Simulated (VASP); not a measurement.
Band structure of PtAl$_{2}$ (fluorite). Method: vdW-DF2, VASP's PBE PAW potentials (set 64) (plane waves; VASP 6.6.1).

Unless said otherwise, spin-orbit coupling is left out, though it shifts the bands of the heavy elements here.

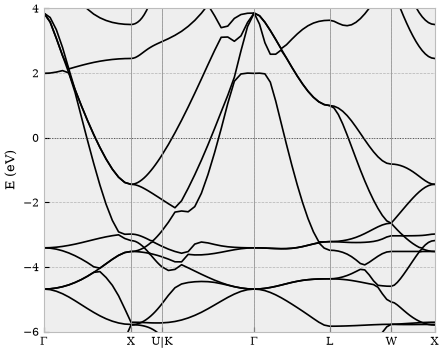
Figure. Bands along high-symmetry lines, zero at the valence-band maximum or, without a gap, the Fermi level

Read the plot: is there a gap, and where are the band edges?

It has no gap at this level: it comes out as a metal or semimetal. (Edges off the drawn lines would not show.)

The compound is PtAl2 in the fluorite structure. It was relaxed first, which changed the volume by +8 %.
